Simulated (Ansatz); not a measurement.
ClH5OW···HF

Input file:

```
crystal:
  periodic: [false, false, false]
  atoms:
    - { symbol: W, position_ang: [0.0, 0.0, 0.0] }
    - { symbol: F, position_ang: [0.0, 0.0, 2.2] }
    - { symbol: O, position_ang: [1.94, 0.0, 0.0] }
    - { symbol: H, position_ang: [2.2771, -0.9519, -0.0197] }
    - { symbol: H, position_ang: [0.0, 1.72, 0.0] }
    - { symbol: H, position_ang: [-1.72, 0.0, 0.0] }
    - { symbol: H, position_ang: [0.0, -1.72, 0.0] }
    - { symbol: H, position_ang: [0.0, 0.0, -1.72] }
    - { symbol: Cl, position_ang: [1.7678, 1.8416, 0.8482] }
    - { symbol: H, position_ang: [0.8742, 0.9107, 2.0396] }
basis:
  gaussian: { orbitals: def2-SVP }
hamiltonian:
  xc: pbe0
relax:
  f_tol: 0.15
  max_steps: 25
  restrain:
    - { distance: [0, 8], at: 2.39, k: 30.0 }
    - { distance: [9, 1], at: 0.92, k: 30.0 }
    - { distance: [0, 1], at: 3.05, k: 30.0 }
    - { distance: [9, 8], at: 2.57, k: 30.0 }
output:
  orbitals: {}
```

Command:

```sh
ansatz run input.yaml --threads 2 --pin off --max-ram 3072MiB --backend cpu --events-out ev --progress --plain --runs-dir out
```

The fields are those of the run's last geometry, not of the input's.

Core potentials replace the inner electrons of W; not at a stationary point (largest force 0.7 eV/Å).

Theory: RKS PBE0/def2-SVP in Ansatz.

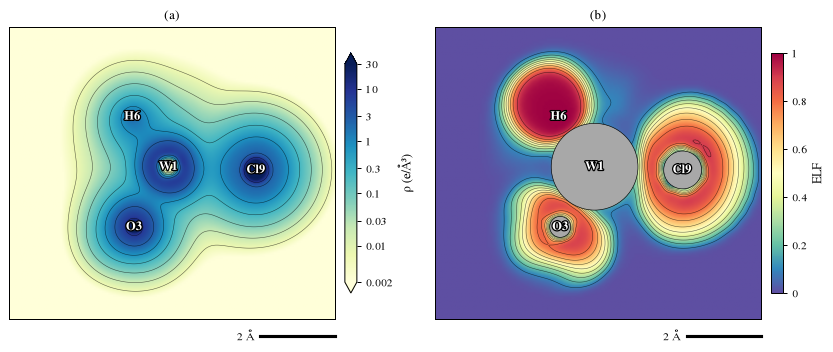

Figure 1. (a) electron density; (b) electron localisation function on the plane of atoms O3, W1 and Cl9. Grey discs cover the atomic cores in the ELF map.

Question: Describe what can be read from this map.

Answer: The section cuts through W, O, H and Cl sites. W–O (1.86 Å): ρ at the midpoint is about 1.2 e/Å³; the ELF peaks at about 0.85 in the valence shell of O, 0.5 Å from its nucleus, and drops to about 0.25 between the two atoms. W–Cl (2.37 Å): the density is about 0.58 e/Å³ at the midpoint; the ELF peaks at about 0.85 in the valence shell of Cl, 0.8 Å from its nucleus, and is about 0.35 at the midpoint. W–H (1.67 Å): ρ is about 1.6 e/Å³ halfway; the ELF climbs to about 1 towards the hydrogen.

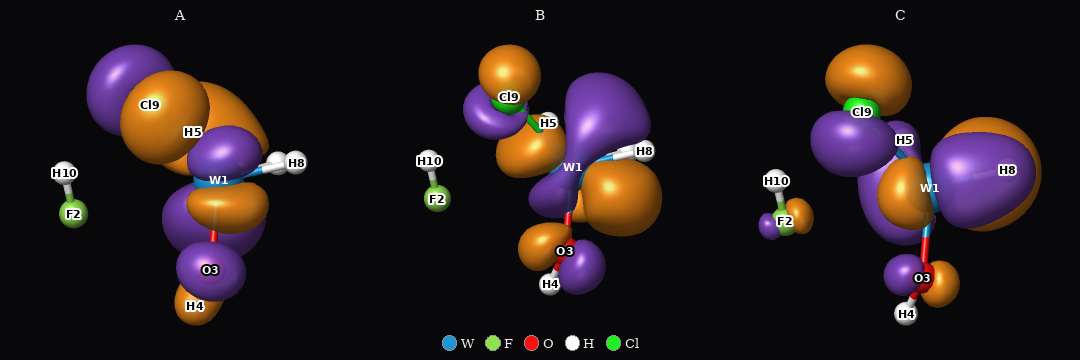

Figure 2. Three frontier orbitals at ±0.1 Å⁻³ᐟ² (orange and purple are the two phases), in no order.

Question: Order the three orbitals by energy and name them.

Answer: C is the HOMO−1 (−8.58 eV). Its weight (Hirshfeld) is mainly on W1 (about 40 %), H6 (about 20 %), Cl9 (about 20 %) and H8 (about 5 %). A is the HOMO (−7.98 eV). Its weight (Hirshfeld) is mainly on W1 (about 35 %), Cl9 (about 25 %), H7 (about 15 %), H5 (about 15 %) and O3 (about 5 %). B is the LUMO (−2.67 eV). It lies mainly on W1 (about 65 %), Cl9 (about 10 %) and O3 (about 10 %).

Question: What is the HOMO–LUMO gap?

Answer: 5.31 eV between the orbital energies.

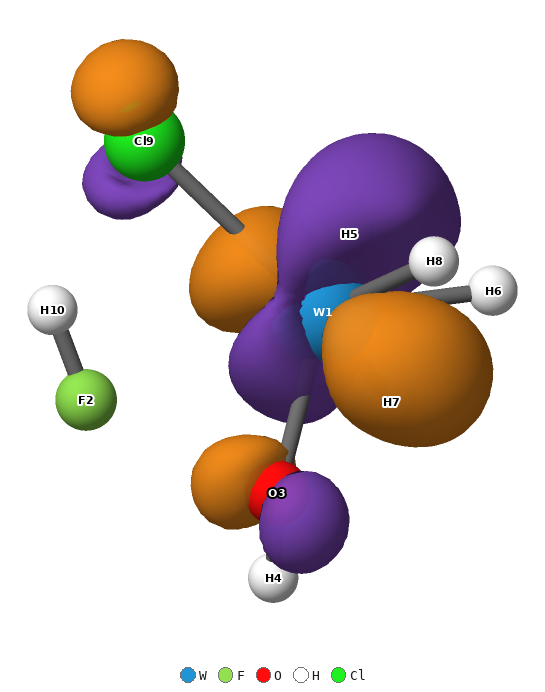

Figure 3. The LUMO at ±0.15 Å⁻³ᐟ² (orange and purple are the two phases), seen at a tilt.

Question: Describe this orbital and give its energy.

Answer: Its weight (Hirshfeld) is mainly on W1 (about 65 %), Cl9 (about 10 %) and O3 (about 10 %). Its energy is −2.67 eV.
